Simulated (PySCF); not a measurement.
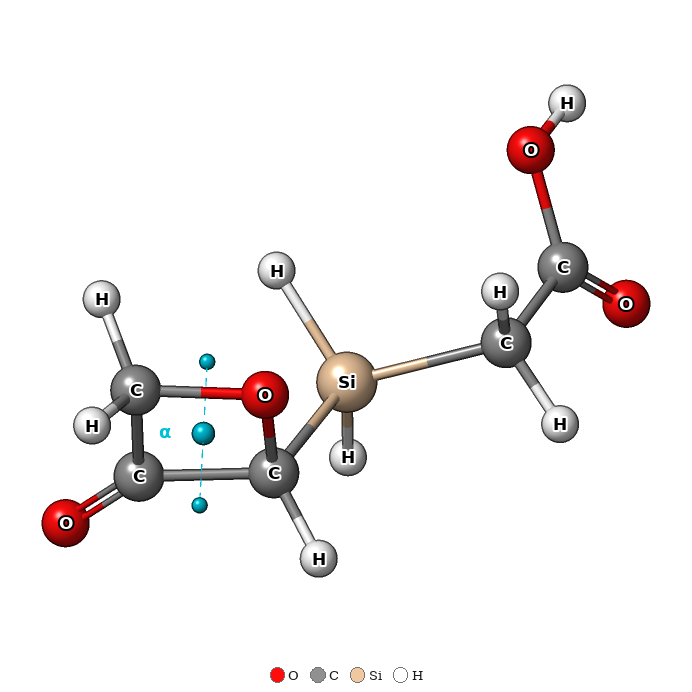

The small points mark where nucleus-independent chemical shifts (NICS) were computed: at the centre of each lettered ring and 1 Å above and below it. The computed structure is the end point of a GFN2-xTB optimisation. No frequency run is at hand to confirm it as a minimum. Properties computed with GIAO PBE0/pcSseg-1 NMR shielding, non-relativistic, gas phase (PySCF 2.14.0).

Give NICS(0), NICS(1) and the out-of-plane component NICS(1)zz for each ring (means of the two sides).

```csv
ring,members,NICS(0),NICS(1),NICS(1)zz
α,C3O,6.1,0.5,0.0
```

Values in ppm.

The geometry is semi-empirical. Around Si such bond lengths and angles can be off by a tenth of an ångström or more and by several degrees, and values that hang on the shape move with them.
